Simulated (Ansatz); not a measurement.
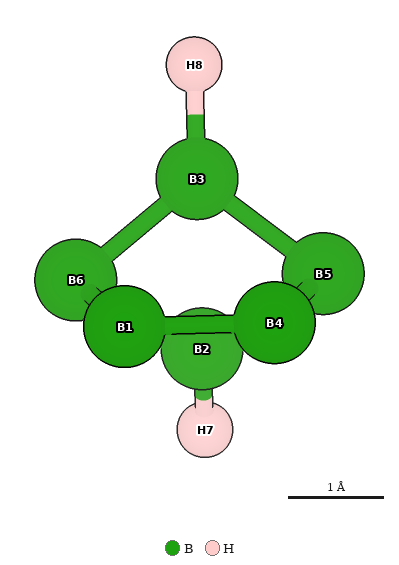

**Figure 1.** The structure (ball-and-stick view, seen at an oblique angle; atoms are numbered from 1 in the order of the input). Bond lengths as drawn: B–B 1.54 to 1.66 Å and B–H 1.20 Å.

## Two runs on B6H2

System: B6H2.
Method of the first run: RKS r2SCAN-D4/def2-TZVP (Ansatz 0.2.0).

The geometry comes from this level: PBE0-D4/def2-SVP. Text and figures count atoms from 1; the logs count them from 0 in places.

**The input, the first run**
```yaml
crystal:
  periodic: [false, false, false]
  atoms:
    - {symbol: B, position_ang: [1.246021, -0.856050, 0.579129]}
    - {symbol: B, position_ang: [-0.217743, 0.821319, 0.617002]}
    - {symbol: B, position_ang: [-0.098766, -0.125074, -1.037953]}
    - {symbol: B, position_ang: [-0.220646, -1.399249, 0.784409]}
    - {symbol: B, position_ang: [-1.225032, -0.418443, 0.151360]}
    - {symbol: B, position_ang: [1.197834, 0.478522, -0.187708]}
    - {symbol: H, position_ang: [-0.468021, 1.764186, 1.320974]}
    - {symbol: H, position_ang: [-0.213636, -0.265231, -2.227212]}
basis:
  gaussian: {orbitals: def2-TZVP, initial_orbitals: start.molden}
hamiltonian: {xc: r2scan, dispersion: d4}
scf: {omitted_lower_state_checks: [starts]}
output: {orbitals: {seedname: orbitals}}
```

Launched with:
```bash
ansatz run in.yaml --threads 4 --pin off --events-out ev --progress --plain --max-ram 3916MiB
```

Hardware: 4 threads of Arm Neoverse V2, 23 GiB of memory available, shared host.

**Output (the first run)**
```
Functional definition: r2SCAN
  parameter k0 = 0.174
  parameter k1 = 0.065
  parameter a1 = 4.9479
  exchange = r2scan_x(k0 = k0, k1 = k1, a1 = a1)
  correlation = r2scan_c
these checks for a lower state are left out or cut short: starts
1102 factors; their error is unknown
mean field evaluation 1: about -4081.9660 eV, gradient 4.4e0 eV
mean field evaluation 2: about -4082.0056 eV, gradient 5.2e-2 eV
mean field evaluation 4: about -4081.9935 eV, gradient 2.7e-4 eV
mean field -4081.99349788 eV, -150.0104941724 hartree, gradient 2.5e-5 eV, S^2 0.000000; 0 other end points of the search recorded, 0 dependent functions left out
reference -4081.99351230 eV, -150.0104947024 hartree; 16, 16 occupied and 182, 182 virtual orbitals, 1102 factors
Total energy: -4082.04133430 eV, -150.0122521286 hartree
Checks for a lower state left out: starts
```

For the second run the input was changed thus:
```diff
-hamiltonian: {xc: r2scan, dispersion: d4}
+hamiltonian: {xc: pbe0, dispersion: d4}
```

How does the second run compare with the first run?

The total energies belong to different models, so their difference says nothing on which is more stable or more accurate. The HOMO goes from −6.82 to −7.45 eV. The LUMO goes from −3.81 to −3.12 eV.

**Output (the second run)**
```
Functional definition: PBE0
  parameter a = 0.25
  parameter kappa = 0.804
  parameter beta = 0.06672455060314922
  exchange = (1 - a)*pbe_x(kappa = kappa, mu = beta*pi^2/3) + a*exact_x
  correlation = pbe_c(beta = beta)
these checks for a lower state are left out or cut short: starts
1102 factors; their error is unknown
mean field evaluation 1: about -4076.7568 eV, gradient 7.6e1 eV
mean field evaluation 2: about -4078.7786 eV, gradient 1.6e0 eV
mean field evaluation 4: about -4078.7792 eV, gradient 2.7e-1 eV
mean field evaluation 8: about -4078.7794 eV, gradient 1.3e-5 eV
mean field -4078.77938519 eV, -149.8923777098 hartree, gradient 1.3e-5 eV, S^2 0.000000; 0 other end points of the search recorded, 0 dependent functions left out
reference -4078.77941863 eV, -149.8923789386 hartree; 16, 16 occupied and 182, 182 virtual orbitals, 1102 factors
Total energy: -4078.96627666 eV, -149.8992458446 hartree
Checks for a lower state left out: starts
```

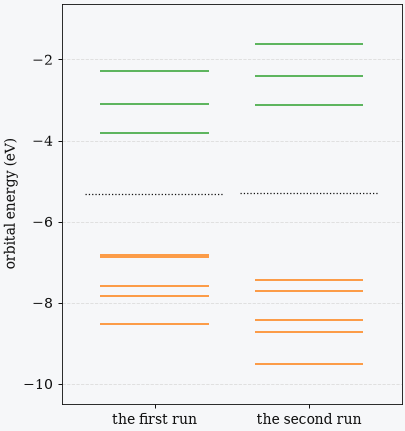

**Figure 2.** The five highest filled and three lowest empty orbital energies of the two runs; the dotted lines part filled from empty levels. The HOMO–LUMO gap is 3.01 eV in the first run and 4.32 eV in the second run.

**The two runs side by side**

```csv
quantity,the first run,the second run
outcome,converged,converged
total energy (hartree),−150.012252,−149.899246
HOMO (eV),−6.82,−7.45
LUMO (eV),−3.81,−3.12
basis functions,198,198
wall time (shared host),3 s,1.9 s
```
